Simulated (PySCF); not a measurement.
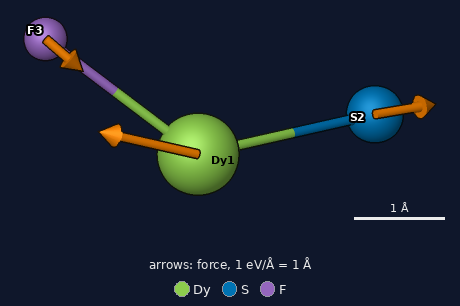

Starting geometry of DySF (charge −1) with the computed forces as orange arrows. A ball-and-stick model, seen at a tilt.

The calculation used PySCF, RKS PBE0, Dy lcecp-0-SVP with ECP56, S def2-SVP, F def2-SVP; non-relativistic Hamiltonian with scalar-relativistic core potentials; density fitting. (symmetry kept (Cs))

Q: What follows when this structure is relaxed?

A: It isn't relaxed: the largest force vector, on Dy1, is 1.32 eV/Å. The final displacements follow the starting forces only in part (cosine between the two patterns 0.52). Over 5 geometry steps the energy falls by 5.59 kJ/mol. The largest force component goes from 1.3 to 0.016 eV/Å. S2 moves most after the best rigid fit: 0.086 Å. By element the largest moves are S 0.086 Å, Dy 0.084 Å, F 0.060 Å. Near-neighbour distances that change, for instance: Dy1–S2 2.496 → 2.584 Å, Dy1–F3 2.225 → 2.168 Å. Among the angles between lasting bonds that change: S2–Dy1–F3 131.8° → 137.5°. Cost: 7.4 s on 2 threads of Arm Neoverse V2 (shared host), peak memory 0.45 GiB.

Limits of the set-up: the basis has no diffuse functions, which an anion needs.
